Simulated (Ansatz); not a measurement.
**One shape, several levels: triplet AlH2Br**

Aim: a comparison of 6 runs (U-r2SCAN/STO-3G, U-wB97X/STO-3G, UCAM-B3LYP/STO-3G, USVWN5/STO-3G, UCCSDT(Q)/STO-3G, UCCSD(T)/STO-3G) of triplet AlH2Br. 

Program for the calculation: Ansatz 0.2.0.

58 further runs of the same task are left out: 7 that didn't finish, 51 set aside as unsound or not needed.

## Step 1: Starting point

The species is AlH2Br (4 atoms), meant as a triplet with charge 0. As SMILES of the parent species, `[AlH2][Br]`. Geometry: relaxed at PBE0-D4/def2-TZVP. That shape belongs to the parent species and isn't relaxed for this state.

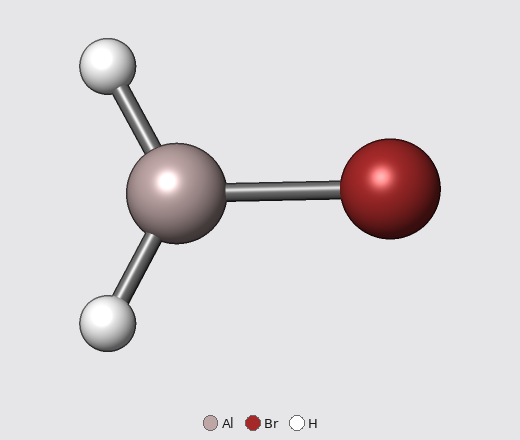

The structure, seen from a chosen angle (aluminium light grey, bromine red, hydrogen white).

## Step 2: A single-point energy at U-r2SCAN/STO-3G (run 1)

molecule.yaml reads:

```yaml
crystal:
  periodic: [false, false, false]
  atoms:
    - {symbol: Al, position_ang: [-0.148300, -0.064700, -0.110300]}
    - {symbol: Br, position_ang: [1.684900, 0.496600, 1.079700]}
    - {symbol: H, position_ang: [-0.561600, -1.584800, -0.139200]}
    - {symbol: H, position_ang: [-0.919700, 1.092700, -0.850400]}
basis:
  gaussian: {orbitals: STO-3G}
hamiltonian: {xc: r2scan}
accuracy: high
magnetization: {spin_polarized: true, initial_magnetization: 2}
```

On the command line:

```sh
$ ansatz run molecule.yaml --threads 1 --pin off --max-ram 2610MiB --events-out events.jsonl --progress --plain --runs-dir runs
```

Log:

```text
Warning: RAYON_NUM_THREADS=1 ignored (pool sized by the plan → 1); use --threads N
Functional definition: r2SCAN
  name "r2SCAN"
  parameter k0 = 0.174
  parameter k1 = 0.065
  parameter a1 = 4.9479
  exchange = r2scan_x(k0 = k0, k1 = k1, a1 = a1)
  correlation = r2scan_c
413 factors; integrals over basis functions are off by at most 1.5e-8 eV
mean field evaluation 1: about -75825.4598 eV, gradient 7.9e0 eV
mean field evaluation 2: about -75823.8175 eV, gradient 1.1e1 eV
mean field evaluation 4: about -75826.2729 eV, gradient 1.2e0 eV
mean field evaluation 8: about -75826.2593 eV, gradient 1.0e-1 eV
mean field evaluation 16: about -75826.2595 eV, gradient 3.0e-5 eV
mean field evaluation 32: about -75826.1805 eV, gradient 1.9e0 eV
mean field -75826.25949493 eV, -2786.5636395541 hartree, gradient 2.5e-8 eV, S^2 2.001912; 3 other end points of the search recorded, 0 dependent functions left out
reference -75826.25949569 eV, -2786.5636395818 hartree; 26, 24 occupied and 3, 5 virtual orbitals, 413 factors
Total energy: -75826.25949569 eV, -2786.5636395818 hartree
```

Run time: 9.9 s. Hardware: 1 thread of Arm Neoverse V1, shared host; peak memory 0.24 GiB.

## Step 3: A single-point energy at U-wB97X/STO-3G (run 2)

in.yaml reads:

```yaml
crystal:
  periodic: [false, false, false]
  atoms:
    - symbol: Al
      position_ang: [-0.148300, -0.064700, -0.110300]
    - symbol: Br
      position_ang: [1.684900, 0.496600, 1.079700]
    - symbol: H
      position_ang: [-0.561600, -1.584800, -0.139200]
    - symbol: H
      position_ang: [-0.919700, 1.092700, -0.850400]
basis:
  gaussian: {orbitals: STO-3G}
hamiltonian: {xc: {name: wB97X}}
magnetization: {spin_polarized: true, initial_magnetization: 2}
accuracy: high
```

On the command line:

```sh
$ ansatz run in.yaml --threads 1 --pin off --max-ram 2610MiB --events-out events.jsonl --progress --plain --runs-dir runs
```

Log (excerpt; [...] marks lines left out):

```text
Warning: RAYON_NUM_THREADS=1 ignored (pool sized by the plan → 1); use --threads N
Functional definition: wB97X
  name "wB97X"
[...]
      + exact_x_lr(omega)
[...]
      + integral(e_c_pw_opposite_spin*poly(b97_u_opposite, 1, cos1, cos2, cos3, cos4))
413 factors; integrals over basis functions are off by at most 1.5e-8 eV
132 factors; integrals over basis functions are off by at most 9.7e-10 eV
[...]
mean field -75825.60825168 eV, -2786.5397068060 hartree, gradient 2.8e-8 eV, S^2 2.001466; 4 other end points of the search recorded, 0 dependent functions left out
reference -75825.60825033 eV, -2786.5397067563 hartree; 26, 24 occupied and 3, 5 virtual orbitals, 413 factors
Total energy: -75825.60825033 eV, -2786.5397067563 hartree
```

It took 14 s on 1 thread of Arm Neoverse V1, shared host; peak memory 0.44 GiB.

Runs 3 to 5 aren't shown in full; the table further down has their settings and results.

## Step 4: A single-point energy at UCCSD(T)/STO-3G (run 6)

run.yaml reads:

```yaml
crystal:
  periodic: [false, false, false]
  atoms:
    - symbol: Al
      position_ang: [-0.148300, -0.064700, -0.110300]
    - symbol: Br
      position_ang: [1.684900, 0.496600, 1.079700]
    - symbol: H
      position_ang: [-0.561600, -1.584800, -0.139200]
    - symbol: H
      position_ang: [-0.919700, 1.092700, -0.850400]
basis:
  gaussian: {orbitals: STO-3G}
total_charge: 0
magnetization: {spin_polarized: true, initial_magnetization: 2}
correlation: {method: ccsd_t, frozen_orbitals: {Al: 5, Br: 9, H: 0}}
accuracy: high
scf: {omitted_lower_state_checks: [cluster_reference, increment]}
```

On the command line:

```sh
$ ansatz run run.yaml --threads 1 --pin off --max-ram 2610MiB --events-out events.jsonl --progress --plain --runs-dir runs
```

Log (excerpt; [...] marks lines left out):

```text
Warning: RAYON_NUM_THREADS=1 ignored (pool sized by the plan → 1); use --threads N
Functional definition: HF
  name "HF"
[...]
413 factors; integrals over basis functions are off by at most 1.5e-8 eV
[...]
mean field -75773.10154244 eV, -2784.6101208316 hartree, gradient 2.5e-8 eV, S^2 2.020937; 12 other end points of the search recorded, 0 dependent functions left out
14 core orbitals not correlated: weight in the atoms' cores, before any rotation towards them, 0.999 or more for the frozen orbitals, at most 0.000 for the correlated occupied ones
reference -75773.10154244 eV, -2784.6101208316 hartree; 12, 10 occupied and 3, 5 virtual orbitals, 413 factors
second order -0.80232612 eV of doubles, -0.00000000 eV of singles
cycle   1  -1.08726765 eV  change   -2.8e-1 eV  update   6.1e-2
[...]
cycle  28  -1.44077620 eV  change   -1.9e-9 eV  update   1.5e-9
perturbative correction -0.03406397 eV, -0.0012518280 hartree
Total energy: -75774.57638262 eV, -2784.6643202085 hartree
Checks for a lower state left out: cluster_reference, increment
```

It took 2.7 s on 1 thread of Arm Neoverse V1, shared host.

## Step 5: All runs side by side

```
run              level  frozen core orbitals   energy (Eh)   ⟨S²⟩  wall time
  1    U-r2SCAN/STO-3G                     –  -2786.563640  2.002      9.9 s
  2     U-wB97X/STO-3G                     –  -2786.539707  2.001       14 s
  3  UCAM-B3LYP/STO-3G                     –  -2786.534492  2.002      4.2 s
  4      USVWN5/STO-3G                     –  -2781.640020  2.001      1.8 s
  5   UCCSDT(Q)/STO-3G                    14  -2784.665571  2.021      5.4 s
  6    UCCSD(T)/STO-3G                    14  -2784.664320  2.021      2.7 s
```

## Step 6: Outcome

| quantity | value |
| --- | --- |
| run 6: total energy | -2784.66432 Eh |
| run 6: correlation energy (14 core orbitals frozen) | -54.2 mEh |
| run 6: (T) correction | -1.25 mEh |
| run 6: ⟨S²⟩ of the reference determinant | 2.021 |
| run 6: T1 diagnostic | 0.045 |

What this shows: Totals of different functionals can't be ranked against each other. In runs 1, 2, 3, 4, 5, 6 the basis is minimal, so the values are rough. All runs together took 39 s, the longest 14 s.
